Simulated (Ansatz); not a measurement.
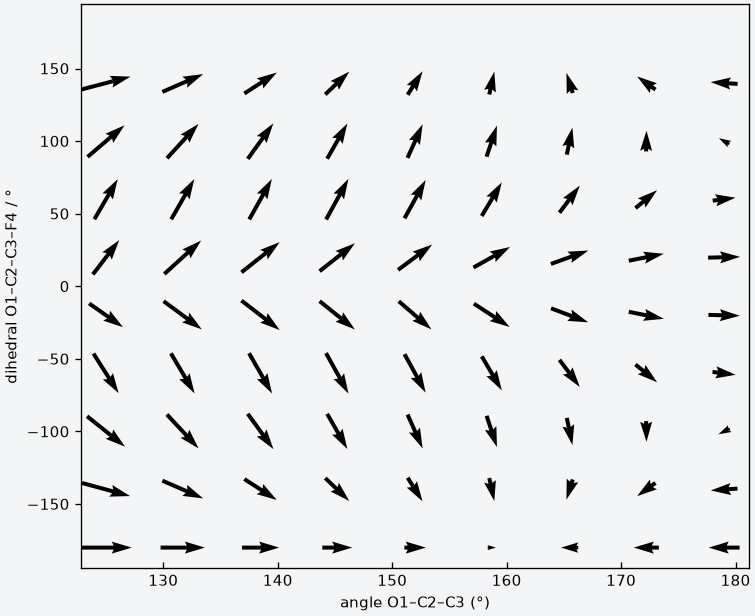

C₂FO, SMILES [O]C#CF, spin multiplicity 2. 
- The first coordinate is: angle O1–C2–C3; the second: dihedral O1–C2–C3–F4.
- Nothing is relaxed (all other coordinates rigid).
- The scan uses a 9 × 9 grid; 45 points were computed and 36 follow by symmetry.
- Points are written as (first, second).
- In part of the range the unrestricted reference is strongly spin-contaminated.
- Level of theory: UKS wB97M-V/def2-SVP in Ansatz 0.2.0.

Drawn: arrows along the force (downhill), their lengths compressed.

**The arrows alone are given. Where is the energy lowest?**

The arrows converge at about (160°, −180°) (read from the interpolated surface).

The energy map of the same scan:

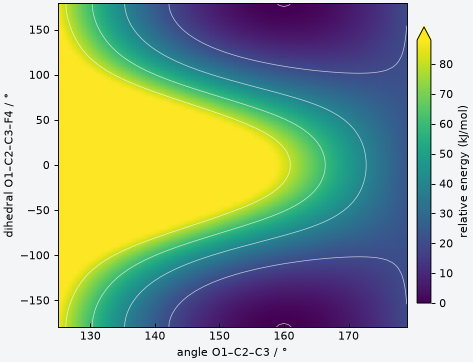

Energies are in kJ/mol, from the lowest grid point; between grid points the surface is interpolated.
